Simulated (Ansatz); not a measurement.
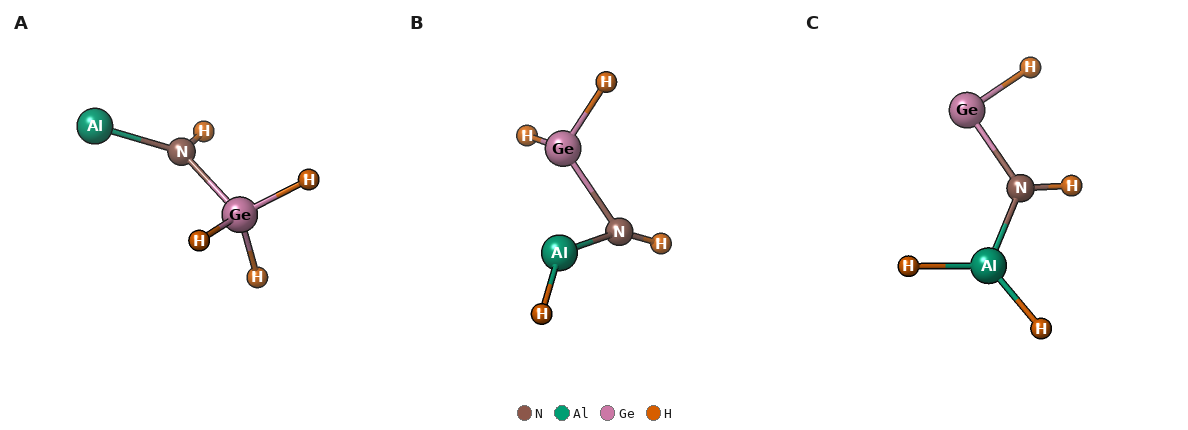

3 stationary structures of one formula. Geometries: PBE0-D4/def2-TZVP. Electronic energies: RHF-CCSD(T) (frozen core)/def2-TZVPP (Ansatz 0.2.0), without zero-point energy. No frequency run is at hand to confirm each as a minimum. Each is one conformer, not always the lowest.

> Which structure is the most stable?

A is lowest (Cs); C lies 6.0 kcal/mol above it (Cs), B lies 17.6 kcal/mol above it (Cs).
